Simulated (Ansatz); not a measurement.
**How fast states decay through Tl2HBrO**

Wanted: the relaxed cell of Tl2HBrO, its band edges and its decay constants. It is built by putting Tl for K in the K2HBrO structure of space group P2_1/m, with the volume rescaled by atomic radii. The parent structure comes from the Materials Project.

Main program and level: Ansatz 0.2.0; r2SCAN DFT, plane waves, PAW files, in the first sound run; inputs show where later runs differ.

The structure was built from a prototype and need not be the compound's stable phase.

### 1. Set-up

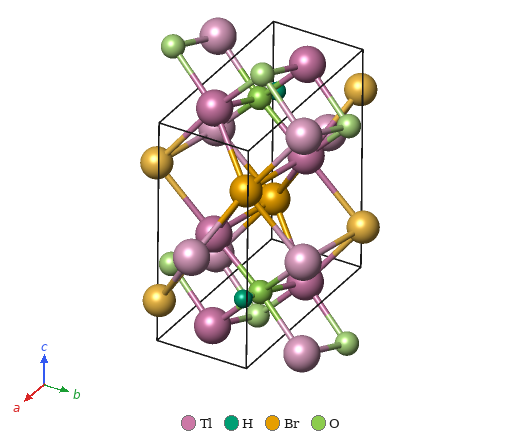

Start, viewed from a free direction; thallium pink, hydrogen teal, bromine orange, oxygen green. Some periodic images of atoms are drawn too.

### 2. Cell and atoms at rest

The substituted atoms don't fit the parent's cell, so cell and atoms relax together. A small smearing keeps the run stable in case the gap closes on the way.

File input.yaml:

```yaml
crystal:
  lattice:
    - [5.9451369131, 0.0, 0.0]
    - [0.0, 3.7566651471, 0.0]
    - [-2.3287861412, 0.0, 7.1060109206]
  atoms:
    - { symbol: Tl, position: [0.290891, 0.75, 0.035446] }
    - { symbol: Tl, position: [0.709109, 0.25, 0.964554] }
    - { symbol: Tl, position: [0.705766, 0.25, 0.383769] }
    - { symbol: Tl, position: [0.294234, 0.75, 0.616231] }
    - { symbol: H, position: [0.163817, 0.25, 0.788669] }
    - { symbol: H, position: [0.836183, 0.75, 0.211331] }
    - { symbol: Br, position: [0.180579, 0.25, 0.300092] }
    - { symbol: Br, position: [0.819421, 0.75, 0.699908] }
    - { symbol: O, position: [0.314187, 0.25, 0.827191] }
    - { symbol: O, position: [0.685813, 0.75, 0.172809] }
kpoints:
  mp_grid: { grid: [4, 6, 4] }
scf:
  occupations: { method: gaussian, width: 0.03 }
hamiltonian:
  xc: r2scan
output:
  forces: true
  stress: true
relax:
  f_tol: 0.02
  max_steps: 60
  cell: {}
```

Started as:

```sh
ansatz run input.yaml --threads 2 --pin off --max-ram 4096MiB --backend cpu --events-out ev --progress --plain --runs-dir out
```

Numbers of over 12 decimals in the logs are rounded to 6 here.

What it wrote:

```text
Engine: ansatz 0.2.0, x86_64-unknown-linux-gnu
Pseudopotentials: kind: paw
Pseudopotential: Tl, paw, valence charge 13, recommended cutoff 500 eV (meta_gga), Tl.paw.azcp
Pseudopotential: H, paw, valence charge 1, recommended cutoff 500 eV (meta_gga), H.paw.azcp
Pseudopotential: Br, paw, valence charge 7, recommended cutoff 500 eV (meta_gga), Br.paw.azcp
Pseudopotential: O, paw, valence charge 6, recommended cutoff 500 eV (meta_gga), O.paw.azcp
Functional definition: r2SCAN
  parameter k0 = 0.174
  parameter k1 = 0.065
  parameter a1 = 4.9479
  exchange = r2scan_x(k0 = k0, k1 = k1, a1 = a1)
  correlation = r2scan_c
Crystal: 10 atoms, lattice volume = 158.705 Å³
Basis set: ecut = 500 eV, 4005 PW (Γ), exchange–correlation on 180×120×240 points (64 copies of the dense FFT grid, shifted against one another)
Bands: 50, of which v1, the nominal top of the filled ones, is band 40 counted from 1 (39 counted from 0)
Symmetry: 4 space group operations
Space group: P21/m (ITA 11), of the structure as read, at distance tolerance 5.4e-5 Å
k-points: 40 of 96
Non-local potential: Tl, projectors of the file, l = 0: 2, l = 1: 2, l = 2: 2, l = 3: 1
Non-local potential: H, projectors of the file, l = 0: 2, l = 1: 1
Non-local potential: Br, projectors of the file, l = 0: 2, l = 1: 2, l = 2: 2
Non-local potential: O, projectors of the file, l = 0: 2, l = 1: 2, l = 2: 1
PAW form: soft (Blöchl's): semilocal exchange-correlation on the pseudo side does not see the compensation charge
PAW frozen core: Tl, regenerated for the run's functional (the file was generated under x = pbe(κ = 0.804, μ = 0.219515), c = pbe(β = 0.066725))
PAW frozen core: Br, regenerated for the run's functional (the file was generated under x = pbe(κ = 0.804, μ = 0.219515), c = pbe(β = 0.066725))
PAW frozen core: O, regenerated for the run's functional (the file was generated under x = pbe(κ = 0.804, μ = 0.219515), c = pbe(β = 0.066725))
PAW one-centre angular grid: Tl, 590 points (default); XC on 160 Gauss nodes
PAW one-centre angular grid: H, 302 points (default); XC on 160 Gauss nodes
PAW one-centre angular grid: Br, 302 points (default); XC on 160 Gauss nodes
PAW one-centre angular grid: O, 302 points (default); XC on 160 Gauss nodes
Initial density: superposition of atomic densities (neutral atoms: chi_scale 0, normalization atom), corrected by the library's trained network
Initial wavefunctions: pseudopotential atomic-orbital guess
Functional: x = r2scan, c = r2scan; τ floored in thin density (d = 2e-4 eV/Å³)
SCF iter   1: F=—  HF=-52586.336484 eV  |F-HF|=—  |Δ(HF+E_count)|=         —  Δρ=9.42e-3  dr2=1.39e-1  dr2_τ=4.36e-1  ethr=1.77e-3  ⟨swp⟩=6.6  Hψ=8922  notcnv=0  defer=16
preconditioner: auto → Resta (q_TF=auto, 2.434 Å⁻¹)  ε∞=4.3  [insulator: Δε(μ)=0.064 eV  Ē_g=14.491 eV  σ=0.030 eV  W_gap=0.86  n_scr=38 (ndim 8)  ℏωp=26.4 eV  f_vac=0.000  D(μ)=0.35/eV (n_scr^D=0)  ε∞_Penn≈4.3]
SCF iter   2: F=—  HF=-52586.335743 eV  |F-HF|=—  |Δ(HF+E_count)|=   7.42e-4  Δρ=4.29e-3  dr2=2.97e-2  dr2_τ=2.22e-3  ethr=1.73e-4  ⟨swp⟩=2.9  Hψ=4294  notcnv=0  defer=155
SCF iter   3: F=—  HF=-52586.329255 eV  |F-HF|=—  |Δ(HF+E_count)|=   6.49e-3  Δρ=9.91e-4  dr2=1.04e-3  dr2_τ=1.95e-4  ethr=3.71e-5  ⟨swp⟩=2.0  Hψ=3506  notcnv=0  defer=115
automatic band count: iteration 3 solves 49 bands in place of 50: the levels show a gap, and the empty bands left out lie too high to hold charge; the band table lists the bands solved (type scf.n_extra_bands for more)
SCF iter   4: F=—  HF=-52586.329522 eV  |F-HF|=—  |Δ(HF+E_count)|=   2.66e-4  Δρ=3.48e-4  dr2=2.34e-4  dr2_τ=1.93e-5  ethr=1.30e-6  ⟨swp⟩=2.0  Hψ=3445  notcnv=0  defer=115
SCF iter   5: F=—  HF=-52586.329530 eV  |F-HF|=—  |Δ(HF+E_count)|=   8.51e-6  Δρ=2.10e-4  dr2=5.54e-5  dr2_τ=9.26e-6  ethr=2.92e-7  ⟨swp⟩=2.0  Hψ=3445  notcnv=0  defer=115
SCF iter   6: F=—  HF=-52586.329562 eV  |F-HF|=—  |Δ(HF+E_count)|=   3.18e-5  Δρ=4.66e-5  dr2=2.54e-6  dr2_τ=2.61e-7  ethr=6.92e-8  ⟨swp⟩=2.0  Hψ=3445  notcnv=0  defer=115
SCF iter   7: F=—  HF=-52586.329563 eV  |F-HF|=—  |Δ(HF+E_count)|=   1.03e-6  Δρ=1.14e-5  dr2=1.85e-7  dr2_τ=1.28e-8  ethr=3.18e-9  ⟨swp⟩=3.2  Hψ=3879  notcnv=0  defer=115
SCF iter   8: F=-52586.329563 eV  HF=-52586.329563 eV  |F-HF|=5.82e-10  |Δ(HF+E_count)|=   6.66e-8  Δρ=2.13e-6  dr2=8.20e-9  dr2_τ=3.09e-10  ethr=1.25e-10  ⟨swp⟩=5.0  Hψ=7426  notcnv=0
SCF 1 converged in 8 iterations: F = -52586.329563 eV  dr2 = 8.20e-9
  greatest PAW one-centre occupation: 0.968 electrons in one spin orbital (limit 2), on the Tl atom at site 3 (counted from 0), in its partial waves of l = 2
relax step   1: F+E_penalty+E_count = -52586.32956300 eV  Δ(F+E_penalty+E_count) = +0.000e0 eV  max|allowed force component| = 8.432e0 eV/Å  Δτ_max = 0.0000 Å  P = +35.809 GPa  Ω = 158.705 Å³  (8 SCF iters, dr2 threshold 1.00e-7 eV, accepted)
Crystal: 10 atoms, lattice volume = 179.920 Å³
Basis set: ecut = 500 eV, 4567 PW (Γ), exchange–correlation on 180×120×240 points (64 copies of the dense FFT grid, shifted against one another)
Initial density: handed on by an earlier stage of this run
Initial wavefunctions: those handed on with the density
iter 1 solved again at ethr=7.77e-4 eV; its pass at ethr=3.10e-3 eV (dr2=6.21e-1 eV) is discarded
SCF iter   1: F=—  HF=-52589.070869 eV  |F-HF|=—  |Δ(HF+E_count)|=         —  Δρ=1.91e-2  dr2=6.18e-1  dr2_τ=1.39e0  ethr=7.77e-4  ⟨swp⟩=1.1  Hψ=10496  notcnv=0
automatic band count: iteration 1 solves 47 bands in place of 50: the levels show a gap, and the empty bands left out lie too high to hold charge; the band table lists the bands solved (type scf.n_extra_bands for more)
preconditioner: auto → Resta (q_TF=auto, 2.384 Å⁻¹)  ε∞=4.7  [insulator: Δε(μ)=0.575 eV  Ē_g=12.944 eV  σ=0.030 eV  W_gap=1.00  n_scr=46 (ndim 8)  ℏωp=24.8 eV  f_vac=0.008  D(μ)=0.00/eV (n_scr^D=0)  ε∞_Penn≈4.7]
SCF iter   2: F=—  HF=-52590.426947 eV  |F-HF|=—  |Δ(HF+E_count)|=    1.36e0  Δρ=6.51e-3  dr2=5.41e-2  dr2_τ=1.35e-2  ethr=7.72e-4  ⟨swp⟩=3.0  Hψ=4035  notcnv=0
SCF iter   3: F=—  HF=-52590.420928 eV  |F-HF|=—  |Δ(HF+E_count)|=   6.02e-3  Δρ=3.38e-3  dr2=1.45e-2  dr2_τ=8.29e-4  ethr=6.76e-5  ⟨swp⟩=2.1  Hψ=3063  notcnv=0  defer=86
SCF iter   4: F=—  HF=-52590.420553 eV  |F-HF|=—  |Δ(HF+E_count)|=   3.74e-4  Δρ=6.99e-4  dr2=8.96e-4  dr2_τ=5.33e-5  ethr=1.81e-5  ⟨swp⟩=2.0  Hψ=3586  notcnv=0  defer=86
SCF iter   5: F=—  HF=-52590.420695 eV  |F-HF|=—  |Δ(HF+E_count)|=   1.42e-4  Δρ=3.64e-4  dr2=2.19e-4  dr2_τ=2.74e-5  ethr=1.12e-6  ⟨swp⟩=2.0  Hψ=3394  notcnv=0  defer=86
[...]
relax step  16: F+E_penalty+E_count = -52592.78964931 eV  Δ(F+E_penalty+E_count) = -1.325e-3 eV  max|allowed force component| = 2.104e-2 eV/Å  Δτ_max = 0.0159 Å  P = -0.027 GPa  Ω = 227.831 Å³  energy of the carried Pulay correction = -2.181e-2 eV  (7 SCF iters, dr2 threshold 6.72e-8 eV, accepted)
relax step  17: F+E_penalty+E_count = -52592.78982470 eV  Δ(F+E_penalty+E_count) = -1.754e-4 eV  max|allowed force component| = 2.511e-2 eV/Å  Δτ_max = 0.0165 Å  P = +0.014 GPa  Ω = 227.691 Å³  energy of the carried Pulay correction = -2.177e-2 eV  (7 SCF iters, dr2 threshold 2.77e-8 eV, accepted)
relax step  18: F+E_penalty+E_count = -52592.79009281 eV  Δ(F+E_penalty+E_count) = -2.681e-4 eV  max|allowed force component| = 6.712e-3 eV/Å  Δτ_max = 0.0079 Å  P = +0.008 GPa  Ω = 227.864 Å³  energy of the carried Pulay correction = -2.181e-2 eV  (7 SCF iters, dr2 threshold 3.94e-8 eV, accepted)
relax step  19: F+E_penalty+E_count = -52592.86261633 eV  Δ(F+E_penalty+E_count) = -7.252e-2 eV  max|allowed force component| = 2.493e-2 eV/Å  Δτ_max = 0.0000 Å  P = +0.372 GPa  Ω = 227.864 Å³  stress off target by 7.65e-1 GPa  SCF on the basis re-selected at this cell (its energy is not comparable with the rows above)  (8 SCF iters)
relax step  20: F+E_penalty+E_count = -52592.87872826 eV  Δ(F+E_penalty+E_count) = -1.611e-2 eV  max|allowed force component| = 5.529e-2 eV/Å  Δτ_max = 0.0556 Å  P = +0.012 GPa  Ω = 231.925 Å³  energy of the carried Pulay correction = -8.297e-4 eV  (7 SCF iters, dr2 threshold 1.00e-6 eV, accepted)
relax step  21: F+E_penalty+E_count = -52592.88648787 eV  Δ(F+E_penalty+E_count) = -7.760e-3 eV  max|allowed force component| = 8.551e-2 eV/Å  Δτ_max = 0.0421 Å  P = -0.041 GPa  Ω = 233.757 Å³  energy of the carried Pulay correction = -1.294e-3 eV  (7 SCF iters, dr2 threshold 2.74e-7 eV, accepted)
relax step  22: F+E_penalty+E_count = -52592.89065306 eV  Δ(F+E_penalty+E_count) = -4.165e-3 eV  max|allowed force component| = 4.261e-2 eV/Å  Δτ_max = 0.0311 Å  P = -0.127 GPa  Ω = 234.725 Å³  energy of the carried Pulay correction = -1.523e-3 eV  (7 SCF iters, dr2 threshold 4.57e-7 eV, accepted)
relax step  23: F+E_penalty+E_count = -52592.89214652 eV  Δ(F+E_penalty+E_count) = -1.493e-3 eV  max|allowed force component| = 2.131e-2 eV/Å  Δτ_max = 0.0211 Å  P = +0.017 GPa  Ω = 234.268 Å³  energy of the carried Pulay correction = -1.458e-3 eV  (7 SCF iters, dr2 threshold 1.13e-7 eV, accepted)
relax step  24: F+E_penalty+E_count = -52592.89253119 eV  Δ(F+E_penalty+E_count) = -3.847e-4 eV  max|allowed force component| = 2.412e-2 eV/Å  Δτ_max = 0.0070 Å  P = -0.007 GPa  Ω = 233.758 Å³  energy of the carried Pulay correction = -1.358e-3 eV  (7 SCF iters, dr2 threshold 2.84e-8 eV, accepted)
relax step  25: F+E_penalty+E_count = -52592.89261909 eV  Δ(F+E_penalty+E_count) = -8.790e-5 eV  max|allowed force component| = 1.668e-2 eV/Å  Δτ_max = 0.0035 Å  P = +0.001 GPa  Ω = 233.784 Å³  energy of the carried Pulay correction = -1.356e-3 eV  (6 SCF iters, dr2 threshold 3.63e-8 eV, accepted)
iter 1 solved again at ethr=6.89e-8 eV; its pass at ethr=3.10e-3 eV (dr2=5.51e-5 eV) is discarded
SCF iter   1: F=—  HF=-52592.894116 eV  |F-HF|=—  |Δ(HF+E_count)|=         —  Δρ=1.62e-4  dr2=2.87e-6  dr2_τ=1.19e-5  ethr=6.89e-8  ⟨swp⟩=5.0  Hψ=15446  notcnv=0
preconditioner: auto → Resta (q_TF=auto, 2.282 Å⁻¹)  ε∞=3.8  [insulator: Δε(μ)=2.299 eV  Ē_g=12.970 eV  σ=0.030 eV  W_gap=1.00  n_scr=52 (ndim 8)  ℏωp=21.7 eV  f_vac=0.026  D(μ)=0.00/eV (n_scr^D=0)  ε∞_Penn≈3.8]
SCF iter   2: F=—  HF=-52592.894655 eV  |F-HF|=—  |Δ(HF+E_count)|=   5.40e-4  Δρ=8.34e-5  dr2=7.86e-7  dr2_τ=8.13e-6  ethr=3.59e-9  ⟨swp⟩=2.0  Hψ=3602  notcnv=0
SCF iter   3: F=—  HF=-52592.894712 eV  |F-HF|=—  |Δ(HF+E_count)|=   5.68e-5  Δρ=3.15e-6  dr2=1.69e-8  dr2_τ=4.90e-9  ethr=9.82e-10  ⟨swp⟩=2.1  Hψ=3607  notcnv=0
SCF iter   4: F=—  HF=-52592.894712 eV  |F-HF|=—  |Δ(HF+E_count)|=   1.22e-8  Δρ=1.53e-6  dr2=2.88e-9  dr2_τ=1.33e-9  ethr=2.11e-11  ⟨swp⟩=2.4  Hψ=3623  notcnv=0
SCF iter   5: F=—  HF=-52592.894712 eV  |F-HF|=—  |Δ(HF+E_count)|=   5.74e-9  Δρ=5.64e-7  dr2=2.77e-10  dr2_τ=1.68e-10  ethr=3.60e-12  ⟨swp⟩=2.0  Hψ=3600  notcnv=0
SCF iter   6: F=-52592.894712 eV  HF=-52592.894712 eV  |F-HF|=8.00e-11  |Δ(HF+E_count)|=  9.02e-10  Δρ=1.22e-7  dr2=2.78e-11  dr2_τ=8.37e-12  ethr=1.00e-12  ⟨swp⟩=5.0  Hψ=7490  notcnv=0
SCF 26 converged in 6 iterations: F = -52592.894712 eV  dr2 = 2.78e-11
relax step  26: F+E_penalty+E_count = -52592.89471223 eV  Δ(F+E_penalty+E_count) = -2.093e-3 eV  max|allowed force component| = 1.463e-2 eV/Å  Δτ_max = 0.0000 Å  P = +0.005 GPa  Ω = 233.784 Å³  stress off target by 1.62e-2 GPa  SCF on the basis re-selected at this cell (its energy is not comparable with the rows above)  (6 SCF iters)
basis re-selected at this cell: Δ(F+E_penalty+E_count) = -2.093e-3 eV, ΔP = +0.004 GPa vs the last step (what re-selecting the basis moved, of the pressure what is left beyond the Pulay correction that the steps carried, after the strain that the cell walked since its last selection, with what the two solves' SCF thresholds leave and, on support functions, any second-order correction that the steps lacked; it is no m [...]
SCF converged after 6 iterations
Free energy (F): -52592.894712 eV
Harris-Foulkes:  -52592.894712 eV  (|F-HF|=8.00e-11)
Internal energy: -52592.894712 eV  (E = F + TS)
E sigma→0 (E₀):  -52592.894712 eV
Fermi energy:    5.490934 eV
--- Per-component energies (eV) ---
  E_band       = -275.816850
  E_kinetic    = 1979.199144
  E_local      = -6020.804130  (includes V_loc(G=0)·N_el)
  E_nonlocal   = 1511.174375
  E_hartree    = 2238.940292
  E_xc         = -1542.064437
  E_vxc        = -1094.661126  (∫ρ·V_xc dr)
  E_paw        = -45622.150208  (= ΣΔE_a)
  E_vpaw       = -1204.505221  (= ΣTr[D̂ρ^β])
  E_aug_tail   = 0.001177  (compensation charges beyond the density's cutoff)
  E_vtau       = 75.898367  (kinetic-family band-sum trace: ∫τ·v_τ [+ j·A + Jᵃ·Aᵃ] dr)
  E_ewald      = -5140.969700
  E_core_change = 3.778775  (= ΣΔE_core)
  E_smearing   = -0.000000  (= −TS)
  E_closure    = 0.000000  (closes the sum)
  Σ components = -52592.894712   (vs F -52592.894712, Δ=0.00e0)
--- Forces (eV/Å), atoms counted from 1 ---
  atom   1  Tl    -0.00024885     0.00000000    -0.00278904
  atom   2  Tl     0.00024885    -0.00000000     0.00278904
  atom   3  Tl     0.00131967    -0.00000000     0.00050091
  atom   4  Tl    -0.00131967     0.00000000    -0.00050091
  atom   5  H     -0.01157742     0.00000000    -0.01057556
  atom   6  H      0.01157742    -0.00000000     0.01057556
  atom   7  Br     0.00051551     0.00000000     0.00048662
  atom   8  Br    -0.00051551    -0.00000000    -0.00048662
  atom   9  O      0.01463279    -0.00000000     0.01094276
  atom  10  O     -0.01463279     0.00000000    -0.01094276
  max |Σ_I F_I| component: 0.00e0 eV/Å
--- Stress (GPa, compression-positive) ---
        0.014480      -0.000000      -0.000038
       -0.000000      -0.015554      -0.000000
       -0.000034      -0.000000       0.016207
  P = ⅓ Tr σ = 0.0050 GPa (0.050 kbar)
--- Relaxed structure (24 steps of the walk, 24 accepted, 2 SCFs on fresh bases) ---
  F+E_penalty+E_count = -52592.89471223 eV   max|allowed force component| = 1.463e-2 eV/Å   (the final SCF, on the basis selected at the relaxed cell)
  cell:  # Å, volume = 233.7844 Å³
    - [6.643551, 0.0, -0.716686]
    - [0.0, 4.121155, 0.0]
    - [-3.458993, 0.0, 8.911937]
  atoms:
    - { symbol: Tl, position: [0.256878, 0.75, 0.024095] }
    - { symbol: Tl, position: [0.743122, 0.250000, 0.975905] }
    - { symbol: Tl, position: [0.645466, 0.250000, 0.344607] }
    - { symbol: Tl, position: [0.354534, 0.75, 0.655393] }
    - { symbol: H, position: [0.163854, 0.250000, 0.793130] }
    - { symbol: H, position: [0.836146, 0.75, 0.206870] }
    - { symbol: Br, position: [0.151506, 0.250000, 0.373316] }
    - { symbol: Br, position: [0.848494, 0.75, 0.626684] }
    - { symbol: O, position: [0.310828, 0.250000, 0.884279] }
    - { symbol: O, position: [0.689172, 0.75, 0.115721] }
```

The job ended after 5.4 min (2 threads of Intel Xeon Platinum 8375C at 2.90GHz (Ice Lake), shared host; peak memory 1.3 GiB; 11 min of CPU time).

Relaxation path (22 of 26):

```tsv
step	energy less that of the first step (eV)	largest force component (eV/Å)	pressure (GPa)	volume (Å³)
1	0.0000	8.4316	35.81	158.70
2	-4.0911	1.6854	16.18	179.92
3	-5.6331	0.3873	6.93	201.27
5	-6.3479	0.1702	0.44	226.58
6	-6.3759	0.1475	-0.50	234.55
7	-6.3986	0.0690	-0.40	232.91
8	-6.4055	0.0934	-0.13	231.29
9	-6.4202	0.0983	0.12	227.29
11	-6.4374	0.1456	0.39	225.60
12	-6.4463	0.1348	0.17	226.82
13	-6.4476	0.1962	-0.24	228.25
14	-6.4545	0.0919	0.02	228.46
15	-6.4588	0.0328	0.00	228.03
16	-6.4601	0.0210	-0.03	227.83
18	-6.4605	0.0067	0.01	227.86
19*	-6.5331	0.0249	0.37	227.86
20	-6.5492	0.0553	0.01	231.92
21	-6.5569	0.0855	-0.04	233.76
22	-6.5611	0.0426	-0.13	234.73
24	-6.5630	0.0241	-0.01	233.76
25	-6.5631	0.0167	0.00	233.78
26*	-6.5651	0.0146	0.01	233.78
```

Relaxation steps marked * repeat the geometry before them on a plane-wave basis chosen anew for their cell, so energy and pressure can jump there. Other such steps can lie between the rows shown.

The run keeps the 4 symmetry operations that it works with, so distortions that break them were not tested.

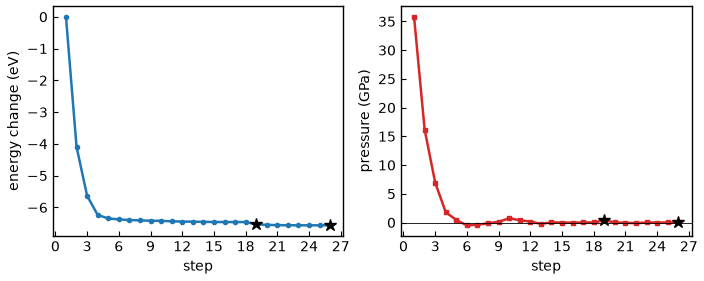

Energy and pressure along the relaxation. Stars mark steps on a basis chosen anew.

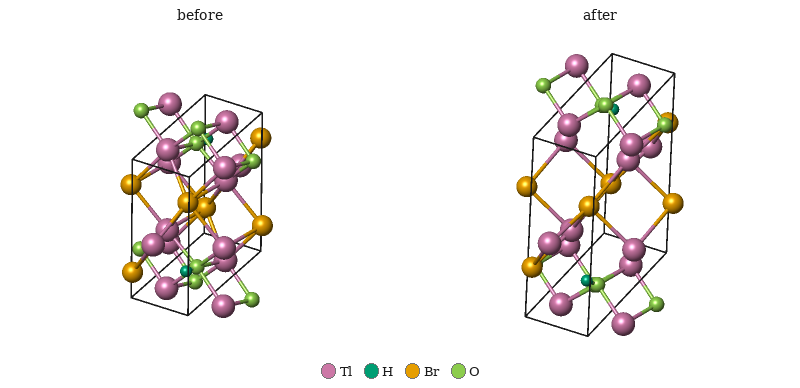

Before and after, at one scale.

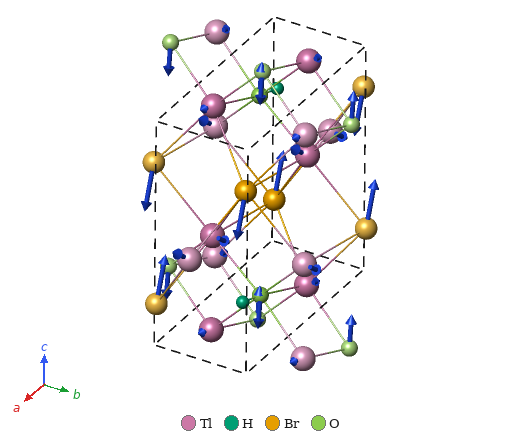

Displacements in the relaxation, exaggerated, measured against the changing cell; the longest in the cell stands for 0.81 Å. Some periodic images of atoms are drawn too.

```tsv
cell as run	before	after	change
a (Å)	5.945	6.682	+12.4 %
b (Å)	3.757	4.121	+9.7 %
c (Å)	7.478	9.560	+27.8 %
β (°)	108.15	117.37	+8.5 %
volume (Å³/atom)	15.87	23.38	+47.3 %
```

The atoms that moved most (Å, as changes of fractional coordinates times the final cell):

```tsv
atom	dx	dy	dz	length
Br7	-0.446	0.000	0.673	0.808
Br8	0.446	0.000	-0.673	0.808
O9	-0.220	0.000	0.511	0.556
O10	0.220	0.000	-0.511	0.556
Tl3	-0.265	0.000	-0.306	0.405
Tl4	0.265	0.000	0.306	0.405
Tl1	-0.187	0.000	-0.077	0.202
Tl2	0.187	0.000	0.077	0.202
```

This step gave:

```
free energy  : -52592.8947 eV
Fermi energy : 5.491 eV
pressure     : 0.005044 GPa
```

The largest force component on a free atom ends at 0.015 eV/Å.

[end of part 1 of 2]

[Logs are printed without paths, hosts, clocks, repeated set-up lines and the standing remarks that a program may print on its own settings, such as how far it seeks lower states.]

[Hosts, paths, dates, database ids (printed as entryN), source tags and the programs' standing remarks are cut or masked in the printed files.]
